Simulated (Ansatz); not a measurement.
The starting structures come from a database of crystals and need not be the phases stable at ambient conditions.

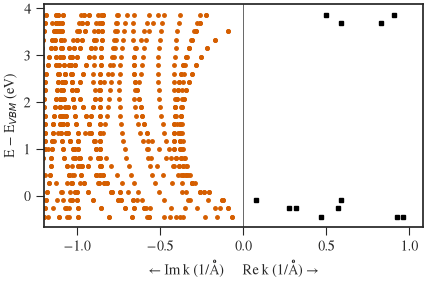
Fig. 1. Complex bands at the centre of the two-dimensional zone; r2SCAN (Ansatz, a quantum-chemistry and plane-wave program)

The gap is the functional's own, uncorrected, and κ follows it; spin-orbit coupling is left out. Mid-gap values are interpolated between the computed energies.

Question: This is K2Ge2Pb2O7 (P-3, not sure to be the ambient phase, 13 atoms a cell, 18.7 Å³ an atom, -4 GPa at this level) along the normal of (110). Read off the slowest decay at the centre of the two-dimensional zone at 1.89 eV, the computed energy nearest the middle of the gap.

Answer: κ ≈ 0.37 1/Å, a decay length 1/(2κ) of the density of 1.4 Å.
